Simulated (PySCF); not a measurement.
```yaml
atoms:
  - { symbol: C, position_ang: [2.7678, 0.4008, -0.0253] }
  - { symbol: C, position_ang: [1.2912, 0.4006, 0.0209] }
  - { symbol: O, position_ang: [0.5766, 1.3438, -0.2426] }
  - { symbol: Si, position_ang: [0.2053, -1.1339, 0.5185] }
  - { symbol: P, position_ang: [-1.3317, -0.8176, -1.1594] }
  - { symbol: Si, position_ang: [-2.3623, 0.9020, -0.0174] }
  - { symbol: P, position_ang: [-1.2403, 0.0838, 1.8248] }
  - { symbol: H, position_ang: [3.1534, 1.3719, -0.3288] }
  - { symbol: H, position_ang: [3.1597, 0.1386, 0.9566] }
  - { symbol: H, position_ang: [3.1073, -0.3678, -0.7190] }
  - { symbol: H, position_ang: [0.7352, -2.4389, 0.8974] }
  - { symbol: H, position_ang: [-2.2181, -1.8387, -0.8152] }
  - { symbol: H, position_ang: [-3.8066, 0.6870, 0.0917] }
  - { symbol: H, position_ang: [-1.9148, 2.2188, -0.4291] }
  - { symbol: H, position_ang: [-2.1271, -0.9422, 2.1530] }
```

Geometry: GFN2-xTB.

Computed with UKS B3LYP, pcH-1 on C H O P Si, non-relativistic, mean-field spin-orbit, GIAO in PySCF.

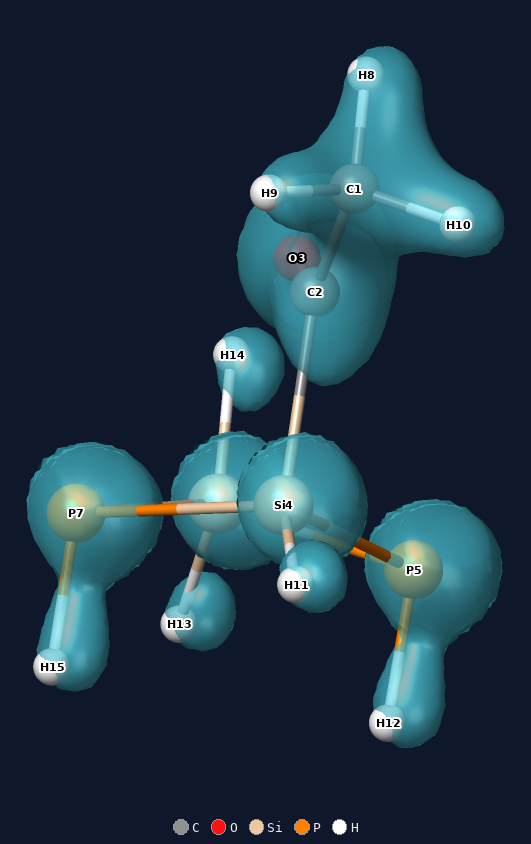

C₂H₈OP₂Si₂ (SMILES CC(=[O+])[SiH]1P[SiH2]P1) (charge +1, doublet). Isosurface of the electron density at 1 e/Å³ (cyan), seen at an oblique angle.

> Which contacts does the surface bridge?

At this value the surface falls into eight separate pieces. It bridges the sampled C–O (1.21 Å) and C–C (1.48 Å) contacts, where the density stays above the isovalue. It is pinched off along the sampled C–Si (1.94 Å) and Si–P (2.30 Å) contacts. On the grid the lowest density along these lines, outside the cores, is 2.4 e/Å³ (C–O, 1.21 Å), 1.6 e/Å³ (C–C, 1.48 Å), 0.72 e/Å³ (C–Si, 1.94 Å) and 0.59 e/Å³ (Si–P, 2.30 Å).
